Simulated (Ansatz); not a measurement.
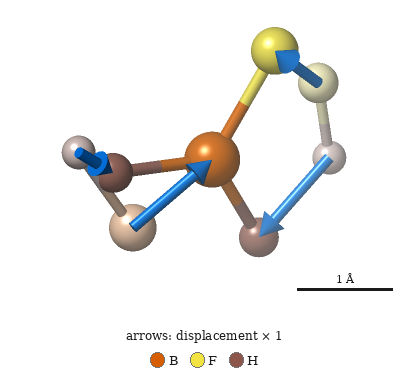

This is a relaxation of BH2F. The starting structure is drawn faded, the final one solid; blue arrows show the displacements, at their true length. The two geometries are superimposed by the best rigid fit.

The picture is a ball-and-stick view, seen at a tilt.

The run prepares an end point of a later path (reaction) calculation, from a guessed geometry.

Theory: RKS B3LYP-D4/cc-pVDZ in Ansatz 0.2.0. Set-up: no spin polarisation; force threshold 0.03 eV/Å; at most 50 steps.

### What did the optimiser do to the structure, and how much energy did it gain?

After 15 accepted moves (17 points after the start) the energy has fallen by 117.6 kcal/mol. Largest force component: 0.32 eV/Å at the start, 0.0025 eV/Å at the end. The line search rejected the trial steps at points 3, 14 of the run. The largest moves after the best rigid fit, 1.12 Å, are those of B and H atoms. Largest moves by element: H 1.12 Å, B 1.11 Å, F 0.73 Å. Some distances before and after: F–H 0.930 → 2.172 Å, B–F 2.516 → 1.333 Å, B–H 2.385 → 1.207 Å, B–H 1.245 → 1.207 Å. New bonds form, among them: B–F (2.52 → 1.33 Å), B–H (2.39 → 1.21 Å). Bonds break, among them: F–H (0.93 → 2.17 Å).

Limits of the set-up: the start holds two separate molecules, 2.4 Å apart at their closest, whose relative position is a soft coordinate.
